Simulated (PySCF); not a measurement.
# C5H8B2S: a tour of settings

Aim: see how C5H8B2S (`CSC1=CBC=CB1`) answers to the choice of functional, basis, grid and SCF options, and what happens with inputs that are wrong on purpose.

Programs: PySCF 2.14.0, with density-fitted response routines of our own. Each step states its level of theory. These are calculated values for one molecule in the gas phase, unless marked as measured. Atoms count from 0, in the outputs and in this text.

## Step 1: The starting structure

16 atoms, charge 0, multiplicity 1; geometry from: GFN2-xTB.

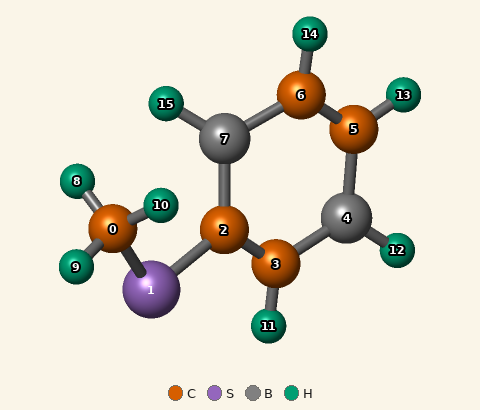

As it starts; carbon orange, sulfur purple, boron grey, hydrogen teal, atoms numbered.

## Step 2: Indirect couplings: BP86/cc-pVDZ-PP

Job settings and geometry (Å):

```
{"job": {"kind": "j", "xc": "BP86", "basis": "cc-pVDZ-PP", "scf": {"guess": "random", "max_cycle": 54}}, "charge": 0, "multiplicity": 1}
C     -2.940123    -0.443195     0.061248
S     -1.674007    -1.412245    -0.814257
C     -0.177450    -0.570189    -0.419638
C      0.997390    -1.195950    -0.693967
B      2.335167    -0.601442    -0.240054
C      2.316263     0.797145     0.447334
C      1.154012     1.438311     0.680293
B     -0.137386     0.920265     0.016809
H     -3.095571     0.506977    -0.440306
H     -3.851184    -1.032571     0.029391
H     -2.631749    -0.287452     1.089977
H      0.945461    -2.178574    -1.153003
H      3.320500    -1.235623    -0.285106
H      3.237493     1.248699     0.805964
H      1.167418     2.382452     1.218283
H     -0.973832     1.672336    -0.314380
```

With the program's defaults for keys left out, this is: BP86/cc-pVDZ-PP.

Run with:

```sh
$ OMP_NUM_THREADS=1 python probes_run.py task.json out
```

One launch serves the whole session: the jobs run in the order shown.

Log:

```text
KeyError: 'Element c (Z=6) not found in basis cc-pVDZ-PP version 0'
```

Run time: 0.01 s. Hardware: 1 thread of AMD EPYC 9R45, shared host.

Why it failed: The basis cc-pVDZ-PP has no functions for an element of the molecule, so the input was refused before any integral. The remedy is to choose a basis that covers all elements.

## Step 3: Nuclear shieldings: PBE0/6-311G**

Same as in step 2 but for these lines:

```diff
@@ -1,2 +1,2 @@
-{"job": {"kind": "j", "xc": "BP86", "basis": "cc-pVDZ-PP", "scf": {"guess": "random", "max_cycle": 54}}, "charge": 0, "multiplicity": 1}
+{"job": {"kind": "nmr", "xc": "PBE0", "basis": "6-311G**", "pop": false, "scf": {"guess": "vsap"}}, "charge": 0, "multiplicity": 1}
 C     -2.940123    -0.443195     0.061248
```

Level: GIAO PBE0/6-311G** NMR shielding, non-relativistic, gas phase.

Log:

```text
final grid: 133184 points
cycle   1  E = -609.1896057255  dE =  3.060e+01  |g| = 7.480e+00  |ddm| = 3.231e+01
cycle   2  E = -557.2933140890  dE =  5.190e+01  |g| = 1.262e+01  |ddm| = 3.568e+01
cycle   3  E = -612.1655678130  dE = -5.487e+01  |g| = 7.609e+00  |ddm| = 1.659e+01
cycle   4  E = -637.7154368668  dE = -2.555e+01  |g| = 4.095e+00  |ddm| = 1.093e+01
cycle   5  E = -642.1467214433  dE = -4.431e+00  |g| = 1.458e+00  |ddm| = 4.346e+00
cycle   6  E = -642.6568760561  dE = -5.102e-01  |g| = 7.157e-01  |ddm| = 1.877e+00
cycle   7  E = -642.7682639434  dE = -1.114e-01  |g| = 3.403e-01  |ddm| = 7.999e-01
cycle   8  E = -642.7963706968  dE = -2.811e-02  |g| = 1.082e-01  |ddm| = 3.324e-01
cycle   9  E = -642.7998106396  dE = -3.440e-03  |g| = 1.692e-02  |ddm| = 1.148e-01
cycle  10  E = -642.7998997326  dE = -8.909e-05  |g| = 7.787e-03  |ddm| = 2.614e-02
cycle  11  E = -642.7999195054  dE = -1.977e-05  |g| = 1.438e-03  |ddm| = 8.474e-03
cycle  12  E = -642.7999205800  dE = -1.075e-06  |g| = 9.103e-04  |ddm| = 3.162e-03
cycle  13  E = -642.7999209032  dE = -3.233e-07  |g| = 6.009e-04  |ddm| = 1.456e-03
cycle  14  E = -642.7999210088  dE = -1.055e-07  |g| = 1.668e-04  |ddm| = 6.711e-04
cycle  15  E = -642.7999210173  dE = -8.516e-09  |g| = 9.358e-05  |ddm| = 2.290e-04
cycle  16  E = -642.7999210199  dE = -2.646e-09  |g| = 1.923e-05  |ddm| = 1.238e-04
cycle  17  E = -642.7999210201  dE = -1.180e-10  |g| = 3.039e-06  |ddm| = 2.373e-05
converged SCF energy = -642.7999210201

GIAO shielding tensors (ppm)
atom      isotropic    diamagn.    paramagn.     s11        s22        s33       span
  0 C      169.495     251.965     -82.470    154.810    165.090    188.586     33.777
  1 S      394.168    1054.331    -660.163    151.427    413.872    617.205    465.778
  2 C       -6.319     259.361    -265.680   -110.268    -48.523    139.835    250.102
  3 C       39.977     251.073    -211.096    -62.115     26.407    155.640    217.755
  4 B       51.274     192.840    -141.566      6.767     19.418    127.636    120.869
  5 C       22.692     252.841    -230.149    -94.833     -5.736    168.645    263.478
  6 C       21.614     254.281    -232.667   -105.288      7.634    162.497    267.785
  7 B       40.319     195.917    -155.598    -14.901      9.650    126.210    141.111
  8 H       29.168      30.651      -1.482     24.537     27.538     35.429     10.892
  9 H       29.872      29.328       0.544     25.406     27.406     36.803     11.398
 10 H       29.904      31.229      -1.325     25.259     28.271     36.182     10.923
 11 H       24.881      31.408      -6.527     19.104     25.634     29.906     10.802
 12 H       26.113      30.153      -4.040     22.320     27.530     28.489      6.169
 13 H       24.523      29.528      -5.004     19.953     25.622     27.996      8.043
 14 H       24.351      30.515      -6.164     18.794     26.057     28.202      9.408
 15 H       25.117      32.106      -6.990     18.185     27.064     30.100     11.915
```

It took 18 s on 1 thread of AMD EPYC 9R45, shared host; peak memory 0.78 GiB.

The references, computed at this level on geometries of the same kind, shield at (ppm): 1H TMS 32.08, 13C TMS 190.4, 11B BF3·OEt2 105.6. Their shielding less the atom's gives the shift. The references are single molecules in the gas phase. Atoms listed in one row are averaged.

| atoms | environment | σ (ppm) | δ (ppm) |
| --- | --- | --- | --- |
| C2 | fully substituted alkene carbon | -6.3 | 196.7 |
| C6 | alkene CH | 21.6 | 168.8 |
| C5 | alkene CH | 22.7 | 167.7 |
| C3 | alkene CH | 40.0 | 150.4 |
| C0 | methyl carbon bonded to S | 169.5 | 20.9 |
| H14 | hydrogen on an alkene CH | 24.35 | 7.73 |
| H13 | hydrogen on an alkene CH | 24.52 | 7.56 |
| H11 | hydrogen on an alkene CH | 24.88 | 7.20 |
| H15 | hydrogen on a boron bonded to 2 C, in a 6-membered ring | 25.12 | 6.96 |
| H12 | hydrogen on a boron bonded to 2 C, in a 6-membered ring | 26.11 | 5.97 |
| H8, H9, H10 | hydrogen on a methyl carbon bonded to S | 29.65 | 2.43 |
| S1 | sulfide sulfur | 394 | – |
| B7 | boron bonded to 2 C, H, in a 6-membered ring | 40.3 | 65.2 |
| B4 | boron bonded to 2 C, H, in a 6-membered ring | 51.3 | 54.3 |

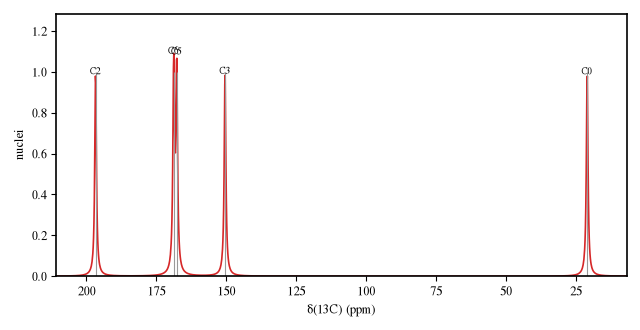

13C lines at the computed shifts, without couplings. Lines are broadened to a width of 0.70 ppm (Lorentzian).

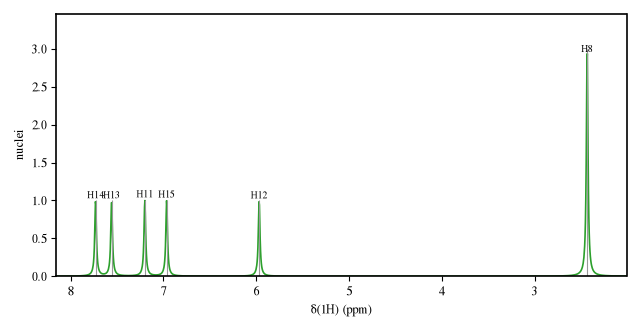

1H lines at the computed shifts, without couplings. Lines are broadened to a width of 0.02 ppm (Lorentzian).

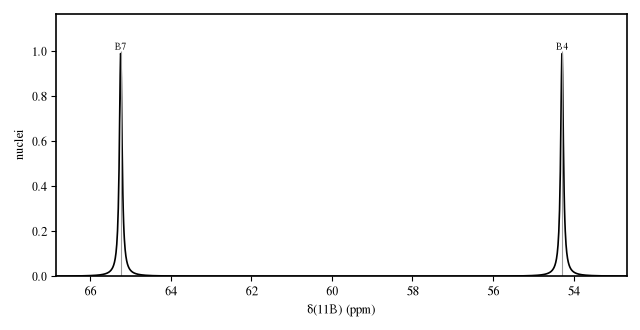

11B lines at the computed shifts, without couplings. Lines are broadened to a width of 0.08 ppm (Lorentzian).

Ring of atoms C2, C3, B4, C5, C6, B7: NICS(0) 10.6, NICS(1) 4.5, NICS(1)zz 19.0 ppm (means of both faces).

## Step 4: TDDFT and polarisability: PBE/6-31G*

Same as in step 3 but for these lines:

```diff
@@ -1,2 +1,2 @@
-{"job": {"kind": "nmr", "xc": "PBE0", "basis": "6-311G**", "pop": false, "scf": {"guess": "vsap"}}, "charge": 0, "multiplicity": 1}
+{"job": {"kind": "uv", "xc": "PBE", "basis": "6-31G*", "nstates": 3, "ntriplets": 0, "tda": false, "grid": 0, "scf": {"max_cycle": 99}}, "charge": 1, "multiplicity": 1}
 C     -2.940123    -0.443195     0.061248
```

Level: PBE/6-31G*.

Log:

```text
RuntimeError: Electron number 63 and spin 0 are not consistent
Note mol.spin = 2S = Nalpha - Nbeta, not 2S+1
```

Run time: 0.02 s. Hardware: 1 thread of AMD EPYC 9R45, shared host.

Why it failed: Charge and multiplicity don't fit the number of electrons: an even count needs an odd multiplicity, and the reverse. The remedy is to mend the charge or the multiplicity.

## Step 5: NMR shieldings: HCTH407/pcSseg-1

Same as in step 4 but for these lines:

```diff
@@ -1,4 +1,4 @@
-{"job": {"kind": "uv", "xc": "PBE", "basis": "6-31G*", "nstates": 3, "ntriplets": 0, "tda": false, "grid": 0, "scf": {"max_cycle": 99}}, "charge": 1, "multiplicity": 1}
+{"job": {"kind": "nmr", "xc": "HCTH407", "basis": "pcSseg-1", "pop": true, "grid": 0, "scf": {"max_cycle": 90}}, "charge": 0, "multiplicity": 1}
 C     -2.940123    -0.443195     0.061248
-S     -1.674007    -1.412245    -0.814257
+S     -2.307065    -0.927720    -0.376504
 C     -0.177450    -0.570189    -0.419638
```

Level: GIAO HCTH407/pcSseg-1 NMR shielding, non-relativistic, gas phase.

Log:

```text
final grid: 14192 points
cycle   1  E = -640.4471129424  dE =  4.392e+00  |g| = 1.382e+00  |ddm| = 4.757e+00
cycle   2  E = -626.6084920751  dE =  1.384e+01  |g| = 4.902e+00  |ddm| = 4.134e+01
cycle   3  E = -640.7689917980  dE = -1.416e+01  |g| = 1.194e+00  |ddm| = 4.039e+01
cycle   4  E = -640.9517134031  dE = -1.827e-01  |g| = 7.053e-01  |ddm| = 1.940e+00
cycle   5  E = -641.1097971288  dE = -1.581e-01  |g| = 2.818e-01  |ddm| = 1.016e+00
cycle   6  E = -641.0985752249  dE =  1.122e-02  |g| = 2.930e-01  |ddm| = 1.050e+00
cycle   7  E = -641.1187241577  dE = -2.015e-02  |g| = 1.956e-01  |ddm| = 1.132e+00
cycle   8  E = -641.1353040401  dE = -1.658e-02  |g| = 6.251e-02  |ddm| = 6.420e-01
cycle   9  E = -641.1362931666  dE = -9.891e-04  |g| = 3.849e-02  |ddm| = 1.416e-01
cycle  10  E = -641.1369905992  dE = -6.974e-04  |g| = 1.312e-02  |ddm| = 1.507e-01
cycle  11  E = -641.1370711025  dE = -8.050e-05  |g| = 4.395e-03  |ddm| = 4.793e-02
cycle  12  E = -641.1370749595  dE = -3.857e-06  |g| = 2.554e-03  |ddm| = 5.563e-03
cycle  13  E = -641.1370787367  dE = -3.777e-06  |g| = 2.077e-04  |ddm| = 8.547e-03
cycle  14  E = -641.1370787330  dE =  3.652e-09  |g| = 1.761e-04  |ddm| = 1.052e-03
cycle  15  E = -641.1370787507  dE = -1.769e-08  |g| = 3.302e-05  |ddm| = 6.192e-04
cycle  16  E = -641.1370787511  dE = -4.043e-10  |g| = 1.430e-05  |ddm| = 9.690e-05
converged SCF energy = -641.1370787511

GIAO shielding tensors (ppm)
atom      isotropic    diamagn.    paramagn.     s11        s22        s33       span
  0 C      112.957     296.054    -183.097     64.232     83.292    191.347    127.115
  1 S     -307.579    1077.579   -1385.158  -1025.523   -261.132    363.919   1389.442
  2 C     -109.142     262.585    -371.727   -264.810    -93.475     30.858    295.668
  3 C       43.103     249.120    -206.017    -21.879      5.999    145.190    167.069
  4 B       58.563     194.438    -135.875     14.843     33.153    127.692    112.849
  5 C       17.922     252.780    -234.858    -91.903    -10.287    155.956    247.859
  6 C        6.617     253.856    -247.240   -129.593      0.031    149.412    279.005
  7 B       38.451     193.259    -154.808    -34.560     11.632    138.280    172.839
  8 H       10.700      26.155     -15.455      2.189      9.746     20.165     17.976
  9 H       13.055      34.431     -21.376      4.960     11.579     22.625     17.665
 10 H        8.096      23.854     -15.758     -6.777      5.195     25.870     32.647
 11 H       24.951      29.668      -4.717     20.797     24.934     29.123      8.326
 12 H       26.731      28.801      -2.070     22.865     27.683     29.645      6.780
 13 H       24.292      28.436      -4.144     19.375     25.695     27.808      8.433
 14 H       23.629      28.900      -5.270     16.349     25.629     28.910     12.561
 15 H       23.688      27.239      -3.550     15.596     24.987     30.481     14.885
```

It took 17 s on 1 thread of AMD EPYC 9R45, shared host.

It converged, yet the result is unsound: one atom of the first bond was moved so that the bond is 0.5 times as long; grid level 0 is too coarse. Its HOMO lies at -4.35 eV, against -6.36 eV in step 3 (PBE0/6-311G**), a different level, so the two don't compare directly.

## Step 6: Indirect couplings: BHandHLYP/STO-3G

Same as in step 5 but for these lines:

```diff
@@ -1,4 +1,4 @@
-{"job": {"kind": "nmr", "xc": "HCTH407", "basis": "pcSseg-1", "pop": true, "grid": 0, "scf": {"max_cycle": 90}}, "charge": 0, "multiplicity": 1}
+{"job": {"kind": "j", "xc": "BHandHLYP", "basis": "STO-3G"}, "charge": 0, "multiplicity": 1}
 C     -2.940123    -0.443195     0.061248
-S     -2.307065    -0.927720    -0.376504
+S     -1.674007    -1.412245    -0.814257
 C     -0.177450    -0.570189    -0.419638
```

With the program's defaults for keys left out, this is: BHandHLYP/STO-3G indirect spin-spin coupling, non-relativistic, gas phase.

Log:

```text
coarse grid: 14192 points
cycle   1  E = -635.6705435076  dE =  1.069e+00  |g| = 2.844e-01  |ddm| = 5.286e+00
cycle   2  E = -635.6924301495  dE = -2.189e-02  |g| = 2.096e-01  |ddm| = 7.249e-01
cycle   3  E = -635.7049009807  dE = -1.247e-02  |g| = 6.828e-02  |ddm| = 3.265e-01
cycle   4  E = -635.7064069320  dE = -1.506e-03  |g| = 2.181e-02  |ddm| = 1.196e-01
cycle   5  E = -635.7065721806  dE = -1.652e-04  |g| = 4.708e-03  |ddm| = 3.217e-02
cycle   6  E = -635.7065804168  dE = -8.236e-06  |g| = 1.622e-03  |ddm| = 8.116e-03
final grid: 133184 points
cycle   7  E = -635.6966203286  dE = -7.814e-06  |g| = 2.777e-03  |ddm| = 1.149e-02
cycle   8  E = -635.6966210231  dE = -6.945e-07  |g| = 2.548e-03  |ddm| = 6.827e-03
cycle   9  E = -635.6966230910  dE = -2.068e-06  |g| = 4.849e-04  |ddm| = 3.486e-03
cycle  10  E = -635.6966231834  dE = -9.234e-08  |g| = 1.436e-04  |ddm| = 8.078e-04
cycle  11  E = -635.6966232047  dE = -2.130e-08  |g| = 5.882e-05  |ddm| = 6.099e-04
cycle  12  E = -635.6966232071  dE = -2.413e-09  |g| = 2.922e-05  |ddm| = 1.920e-04
cycle  13  E = -635.6966232074  dE = -3.353e-10  |g| = 7.189e-06  |ddm| = 5.540e-05
converged SCF energy = -635.6966232074

Indirect spin-spin couplings (Hz)
  i      j    bonds     total        FC       PSO       DSO        SD
  0 C    1 S    1    -10.662   -10.606    -0.094     0.037         -
  0 C    2 C    2     -0.585    -0.506    -0.093     0.014         -
  0 C    3 C    3      1.489     1.590    -0.025    -0.076         -
  0 C    5 C    5      0.215     0.253    -0.003    -0.035         -
  0 C    7 B    3      1.300     1.254     0.002     0.061    -0.017
  0 C    8 H    1    117.489   116.981    -0.308     0.815         -
  0 C    9 H    1    116.422   115.915    -0.277     0.785         -
  0 C   10 H    1    117.232   116.717    -0.315     0.830         -
  0 C   11 H    4     -0.476    -0.168     0.023    -0.331         -
  0 C   13 H    6     -0.245    -0.097     0.032    -0.180         -
  0 C   15 H    4      0.153    -0.064    -0.025     0.242         -
  1 S    2 C    1    -18.420   -13.812    -4.666     0.057         -
  1 S    3 C    2      4.019     4.706    -0.686    -0.000         -
  1 S    4 B    3      2.924     1.093     0.886    -0.019     0.963
  1 S    5 C    4     -1.927    -1.843    -0.072    -0.013         -
  1 S    6 C    3      1.133     1.495    -0.352    -0.011         -
  1 S    7 B    2      0.582    -0.004     0.439     0.002     0.145
  1 S    8 H    2      0.174     0.115     0.096    -0.037         -
  1 S    9 H    2      2.960     2.757     0.236    -0.032         -
  1 S   10 H    2      0.232     0.191     0.074    -0.033         -
  1 S   11 H    3     -1.689    -1.422    -0.305     0.038         -
  1 S   13 H    5      0.630     0.690     0.011    -0.071         -
  1 S   14 H    4     -0.801    -0.664    -0.074    -0.063         -
  1 S   15 H    3      0.133     0.057     0.070     0.007         -
  2 C    3 C    1     69.056    76.809    -8.023     0.270         -
  2 C    4 B    2      3.456     0.899     0.683     0.010     1.865
  2 C    5 C    3    -15.573   -15.375    -0.224     0.026         -
  2 C    6 C    2     13.505    13.818    -0.363     0.049         -
  2 C    7 B    1     51.272    51.784    -1.264     0.316     0.436
  2 C    8 H    3     -2.039    -1.966    -0.109     0.036         -
  2 C    9 H    3      3.966     4.397    -0.022    -0.409         -
  2 C   10 H    3     -0.592    -0.713    -0.089     0.210         -
  2 C   11 H    2    -23.280   -21.286    -1.812    -0.181         -
  2 C   12 H    3      0.989     1.166     0.101    -0.278         -
  2 C   13 H    4      4.942     5.250    -0.018    -0.290         -
  2 C   14 H    3     -2.836    -2.574     0.003    -0.264         -
  2 C   15 H    2     -0.731    -0.737    -0.078     0.083         -
  3 C    4 B    1     48.288    51.705    -2.140     0.241    -1.518
  3 C    5 C    2     17.108    17.335    -0.251     0.024         -
  3 C    6 C    3    -13.897   -13.726    -0.178     0.008         -
  3 C    7 B    2     -2.337    -2.907     0.504     0.007     0.059
  3 C    8 H    4      2.081     2.368    -0.025    -0.262         -
  3 C   10 H    4      1.887     2.104    -0.043    -0.175         -
  3 C   11 H    1    136.666   136.420    -0.801     1.047         -
  3 C   12 H    2      3.104     3.441    -0.260    -0.078         -
  3 C   13 H    3     -2.982    -2.652     0.005    -0.336         -
  3 C   14 H    4      4.984     5.345    -0.019    -0.342         -
  3 C   15 H    3      2.557     2.789     0.054    -0.285         -
  4 B    5 C    1     54.867    54.747    -0.999     0.224     0.895
  4 B    6 C    2     -5.559    -6.049     0.643    -0.028    -0.124
  4 B    7 B    3      2.427     2.895    -0.440     0.021    -0.048
  4 B   10 H    5      0.200     0.309     0.037    -0.131    -0.015
  4 B   11 H    2     -0.497     0.085    -0.397    -0.348     0.163
  4 B   12 H    1    149.993   150.203    -1.602     0.767     0.626
  4 B   13 H    2     -2.686    -2.224    -0.162    -0.368     0.069
  4 B   14 H    3      7.184     7.479     0.147    -0.573     0.131
  4 B   15 H    4     -0.323     0.175    -0.111    -0.310    -0.077
  5 C    6 C    1     73.077    81.890    -9.002     0.188         -
  5 C    7 B    2     -2.169    -3.298     0.726    -0.016     0.419
  5 C    8 H    6     -1.632    -1.491    -0.011    -0.130         -
  5 C    9 H    6     -0.311    -0.114     0.011    -0.209         -
  5 C   10 H    6     -1.499    -1.402    -0.031    -0.066         -
  5 C   11 H    3     -2.980    -2.651     0.008    -0.336         -
  5 C   12 H    2     -0.371    -0.221    -0.046    -0.104         -
  5 C   13 H    1    136.098   136.392    -1.169     0.875         -
  5 C   14 H    2    -24.096   -21.710    -1.951    -0.434         -
  5 C   15 H    3      3.862     4.079     0.093    -0.310         -
  6 C    7 B    1     51.758    52.994    -1.615     0.241     0.138
  6 C    8 H    5      1.271     1.274     0.018    -0.020         -
  6 C   10 H    5      1.296     1.212     0.008     0.076         -
  6 C   11 H    4      4.482     4.850    -0.020    -0.348         -
  6 C   12 H    3      3.955     4.227     0.087    -0.358         -
  6 C   13 H    2    -24.402   -22.045    -1.937    -0.420         -
  6 C   14 H    1    136.567   136.668    -1.001     0.900         -
  6 C   15 H    2     -1.876    -1.688    -0.134    -0.054         -
  7 B    9 H    4     -0.411    -0.139     0.058    -0.318    -0.013
  7 B   10 H    4      0.348     0.003    -0.023     0.388    -0.019
  7 B   11 H    3      5.503     5.840     0.167    -0.535     0.031
  7 B   12 H    4     -0.329     0.172    -0.065    -0.340    -0.095
  7 B   13 H    3      6.139     6.532     0.185    -0.557    -0.022
  7 B   14 H    2     -1.043    -0.546    -0.239    -0.347     0.089
  7 B   15 H    1    149.461   149.752    -1.810     0.925     0.595
  8 H    9 H    2    -15.429   -13.572     0.601    -2.459         -
  8 H   10 H    2    -13.382   -11.560     0.562    -2.384         -
  8 H   11 H    5     -2.262    -1.178     0.114    -1.198         -
  8 H   12 H    6     -0.963    -0.351     0.124    -0.736         -
  8 H   14 H    6     -0.648    -0.531     0.044    -0.161         -
  8 H   15 H    5      1.791    -0.041    -0.349     2.181         -
  9 H   10 H    2    -15.686   -13.832     0.593    -2.447         -
  9 H   11 H    5     -1.044     0.004     0.074    -1.121         -
  9 H   12 H    6     -0.596     0.068     0.115    -0.780         -
  9 H   13 H    7     -0.654     0.041     0.132    -0.827         -
  9 H   14 H    6     -0.660    -0.047     0.131    -0.744         -
  9 H   15 H    5     -0.729     0.002     0.173    -0.905         -
 10 H   11 H    5     -1.832    -0.965     0.090    -0.957         -
 10 H   12 H    6     -0.752    -0.303     0.096    -0.545         -
 10 H   14 H    6     -0.402    -0.459     0.011     0.046         -
 10 H   15 H    5      0.643    -0.022    -0.122     0.787         -
 11 H   12 H    3      1.424     1.674    -0.038    -0.212         -
 11 H   13 H    4      2.103     3.320     0.241    -1.458         -
 11 H   14 H    5     -3.514    -2.198     0.242    -1.558         -
 11 H   15 H    4     -0.773     0.446     0.219    -1.438         -
 12 H   13 H    3      2.174     2.489     0.014    -0.329         -
 12 H   14 H    4     -0.456     0.766     0.219    -1.441         -
 12 H   15 H    5     -1.358    -0.383     0.164    -1.138         -
 13 H   14 H    3     17.125    17.983    -0.460    -0.398         -
 13 H   15 H    4     -1.347    -0.203     0.209    -1.353         -
 14 H   15 H    3      2.346     2.618    -0.001    -0.271         -
```

Wall time 3.9 s (1 thread of AMD EPYC 9R45, shared host).

A normal end doesn't make this result sound: the basis STO-3G is minimal; the reference is near a triplet instability, so Fermi-contact and spin-dipole terms are unreliable. Its HOMO lies at -4.74 eV, against -6.36 eV in step 3 (PBE0/6-311G**), a different level, so the two don't compare directly.

## Step 7: What came out

```
                                                              quantity                                            value
                                13C shifts against TMS (PBE0/6-311G**)             196.7, 168.8, 167.7, 150.4, 20.9 ppm
1H shifts against TMS (PBE0/6-311G**, means over atoms taken as alike)           7.73, 7.56, 7.20, 6.96, 5.97, 2.43 ppm
                           11B shifts against BF3·OEt2 (PBE0/6-311G**)                                   65.2, 54.3 ppm
                                       shieldings of S (PBE0/6-311G**)                                     S1 394.2 ppm
                                         property runs in this session  5, of which 2 failed and 2 gave unsound results
```

Single values in the summary come from the first sound run of each kind (PBE0/6-311G**), which need not be the best level. At PBE0/6-311G**: Shielding is most anisotropic at S1 (span 466 ppm, paramagnetic term -660 ppm).
